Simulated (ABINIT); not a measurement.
# NaCl (Fm-3m): G0W0 in ABINIT against the screening cutoff in the self-energy, part 2 of 2

Wanted: the cheapest screening cutoff in the self-energy that holds the gap of NaCl (Fm-3m).

ABINIT 10.8.3; PBE and many-body steps on it, plane waves. Known limits of the many-body steps: not at the basis limit; coarse k mesh.

So far. Step 2 (Screening, 4×4×4 mesh, 293 bands, screening to 272.1 eV): Local fields lower ε∞ by 15 %. On a Γ-centred mesh this coarse the value itself is usually too large, while a short band sum pulls it down. Step 5 (3.5 Ha): The gap on the mesh goes from 5.15 eV to 7.94 eV, a correction of +2.79 eV.

The database entry behind the starting cell differs from later determinations by our own check (an axis about 0.4 % short against later determinations), so it need not match the best structure at ambient conditions.

## Step 6: 5 Ha

Level of this step: G0W0 on PBE, plane waves, norm-conserving pseudopotentials (ABINIT).

Input file run.abi:

```
acell 3*1.0 Angstrom
rprim 
  0.000000000000 2.810000000000 2.810000000000
  2.810000000000 0.000000000000 2.810000000000
  2.810000000000 2.810000000000 0.000000000000
ntypat 2
znucl 11 17
natom 2
typat 1 2
xred 
  0.000000000000 0.000000000000 0.000000000000
  0.500000000000 0.500000000000 0.500000000000
pp_dirpath "pseudos"
pseudos "Na.upf, Cl.upf"
ecut 38
ngkpt 4 4 4
nshiftk 1
shiftk 0 0 0
kptopt 1
chksymbreak 0
istwfk *1
occopt 1
irdwfk 1
optdriver 4
nband 293
gwcalctyp 0
ecutsigx 38
symsigma 1
nkptgw 1
kptgw 
  0.0000000000 0.0000000000 0.0000000000
bdgw 
  6 12
ecuteps 5
irdscr 1
ppmodel 1
indata_prefix "in"
outdata_prefix "out"
tmpdata_prefix "tmp"
```

Command:

```bash
> OMP_NUM_THREADS=1 mpirun -n 4 abinit run.abi > log
```

The log of the run:

```text
.Version 10.8.3 of ABINIT. v10.8.2 released Aug 2026.

 Symmetries : space group Fm -3 m (#225); Bravais cF (face-center cubic)
[... echo of the input left out ...]
== DATASET  1 ==================================================================
-   mpi_nproc: 4, omp_nthreads: 1 (-1 if OMP is not activated)

--- !DatasetInfo
iteration_state: {dtset: 1, }
dimensions: {natom: 2, nkpt: 8, mband: 293, nsppol: 1, nspinor: 1, nspden: 1, mpw: 3383, }
cutoff_energies: {ecut:  38.0, pawecutdg:  -1.0, }
[...]
10  10.523  -8.376  -3.599  -3.362   0.856  -0.168  -7.165   1.211  11.734
       11  10.523  -8.376  -3.599  -3.362   0.856  -0.168  -7.165   1.211  11.734
       12  10.523  -8.376  -3.599  -3.362   0.856  -0.168  -7.165   1.211  11.734

== END DATASET(S) ==============================================================
================================================================================

 -outvars: echo values of variables after computation  --------
           etotal      0.0000000000E+00
            nband         293
             nkpt           8
          spgroup         225
 [... the other variables as echoed above ...]

 Calculation completed.
```

The job ended after 9.6 s (4 MPI ranks of Arm Neoverse V1, shared host; peak memory 1.5 GiB).

Numbers from this step:

- G0W0 gap on the points computed: 8.076 eV
- starting gap on the mesh: 5.150 eV
- k of the valence top: 0, 0, 0
- k of the conduction bottom: 0, 0, 0
- least direct G0W0 gap on the computed points: 8.076 eV

Against the run before, the gap moves by +0.140 eV.

## Step 7: 7.5 Ha

run.abi: that of step 6 with these lines changed.

```diff
@@ -33,3 +33,3 @@
   6 12
-ecuteps 5
+ecuteps 7.5
 irdscr 1
```

The log of the run:

```text
.Version 10.8.3 of ABINIT. v10.8.2 released Aug 2026.

 Symmetries : space group Fm -3 m (#225); Bravais cF (face-center cubic)
[... echo of the input left out ...]
== DATASET  1 ==================================================================
-   mpi_nproc: 4, omp_nthreads: 1 (-1 if OMP is not activated)

--- !DatasetInfo
iteration_state: {dtset: 1, }
dimensions: {natom: 2, nkpt: 8, mband: 293, nsppol: 1, nspinor: 1, nspden: 1, mpw: 3383, }
cutoff_energies: {ecut:  38.0, pawecutdg:  -1.0, }
[...]
10  10.523  -8.376  -3.599  -3.371   0.856  -0.169  -7.173   1.203  11.726
       11  10.523  -8.376  -3.599  -3.371   0.856  -0.169  -7.173   1.203  11.726
       12  10.523  -8.376  -3.599  -3.371   0.856  -0.169  -7.173   1.203  11.726

== END DATASET(S) ==============================================================
================================================================================

 -outvars: echo values of variables after computation  --------
           etotal      0.0000000000E+00
            nband         293
             nkpt           8
          spgroup         225
 [... the other variables as echoed above ...]

 Calculation completed.
```

The job ended after 20 s (4 MPI ranks; peak memory 1.6 GiB; 78 s of CPU time).

This step gave:

| Property | Result |
| --- | --- |
| G0W0 gap on the points computed | 8.132 eV |
| starting gap on the mesh | 5.150 eV |
| k of the valence top | 0, 0, 0 |
| k of the conduction bottom | 0, 0, 0 |
| least direct G0W0 gap on the computed points | 8.132 eV |

Against the run before, the gap moves by +0.056 eV.

## Step 8: 10 Ha

run.abi: that of step 7 with these lines changed.

```diff
@@ -33,3 +33,3 @@
   6 12
-ecuteps 7.5
+ecuteps 10
 irdscr 1
```

The log of the run:

```text
.Version 10.8.3 of ABINIT. v10.8.2 released Aug 2026.

 Symmetries : space group Fm -3 m (#225); Bravais cF (face-center cubic)
[... echo of the input left out ...]
== DATASET  1 ==================================================================
-   mpi_nproc: 4, omp_nthreads: 1 (-1 if OMP is not activated)

--- !DatasetInfo
iteration_state: {dtset: 1, }
dimensions: {natom: 2, nkpt: 8, mband: 293, nsppol: 1, nspinor: 1, nspden: 1, mpw: 3383, }
cutoff_energies: {ecut:  38.0, pawecutdg:  -1.0, }
[...]
10  10.523  -8.376  -3.599  -3.374   0.856  -0.169  -7.176   1.200  11.723
       11  10.523  -8.376  -3.599  -3.374   0.856  -0.169  -7.176   1.200  11.723
       12  10.523  -8.376  -3.599  -3.374   0.856  -0.169  -7.176   1.200  11.723

== END DATASET(S) ==============================================================
================================================================================

 -outvars: echo values of variables after computation  --------
           etotal      0.0000000000E+00
            nband         293
             nkpt           8
          spgroup         225
 [... the other variables as echoed above ...]

 Calculation completed.
```

Run time: 43 s. Hardware: 4 MPI ranks; peak memory 2.1 GiB.

This step gave:

| Item | Value |
| --- | --- |
| G0W0 gap on the points computed | 8.159 eV |
| starting gap on the mesh | 5.150 eV |
| k of the valence top | 0, 0, 0 |
| k of the conduction bottom | 0, 0, 0 |
| least direct G0W0 gap on the computed points | 8.159 eV |

Against the run before, the gap moves by +0.027 eV.

## Step 9: Side by side

Times are wall times on 4 MPI ranks of Arm Neoverse V1, shared host, good to a factor of about two. A run's time includes the screening step that it read.

```csv
run,mesh,bands,screening cutoff (eV),DFT gap (eV),gap on the mesh (eV),direct (eV),ε∞ used,time
1 Ha,4×4×4,293,27.2,5.150,7.781,7.781,2.38,1.9 min
2 Ha,4×4×4,293,54.4,5.150,7.807,7.807,2.38,1.9 min
3.5 Ha,4×4×4,293,95.2,5.150,7.936,7.936,2.38,1.9 min
5 Ha,4×4×4,293,136.1,5.150,8.076,8.076,2.38,2 min
7.5 Ha,4×4×4,293,204.1,5.150,8.132,8.132,2.38,2.1 min
10 Ha,4×4×4,293,272.1,5.150,8.159,8.159,2.38,2.5 min
```

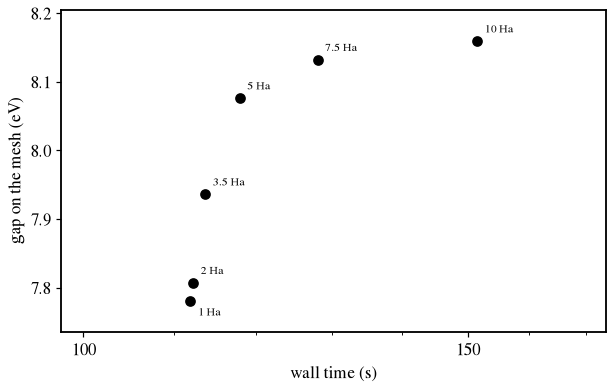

Result against wall time.

## Step 10: Results

* 1 Ha: 7.781 eV
* 2 Ha: 7.807 eV
* 3.5 Ha: 7.936 eV
* 5 Ha: 8.076 eV
* 7.5 Ha: 8.132 eV
* 10 Ha: 8.159 eV
* known limits: not at the basis limit; coarse k mesh

**Reading.** The setting moved: screening cutoff in the self-energy. From 1 Ha to 10 Ha the gap moves by +0.38 eV. The last step still moves it by +0.027 eV. Bands and screening cutoff are coupled, so a series along one setting does not show full convergence. Bands and cutoff are finite, so the gap is not at the basis limit. The miss can reach some tenths of an eV and take either sign; the mesh is an error of its own. In the G0W0 runs levels were corrected at 1 k point alone, so a gap called «on the mesh» is the least over those, and an edge elsewhere would be missed. The 4×4×4 mesh is coarse for this cell, which bears on the long-range parts of exchange and screening.

[Paths, hosts, dates, memory and timing lines, banners, echoed tables and standing remarks are left out of the program output.]

[Logs are printed without paths, hosts, clocks, repeated set-up lines and the standing remarks that a program may print on its own settings, such as how far it seeks lower states.]

[Runs of the session that timed out or met a known fault of the program may be left out.]

[Hosts, paths, dates, database ids (printed as entryN), source tags and the programs' standing remarks are cut or masked in the printed files.]

[G0W0 gaps are taken among the corrected bands and points alone; a level outside them can change the order at an edge.]

[Where Ansatz stands beside ABINIT at settings called matched, ABINIT's density can come from a denser mesh and the files from another edition; pairs whose starting gaps differed by over 0.03 eV were left out, so agreement reads better than it is.]
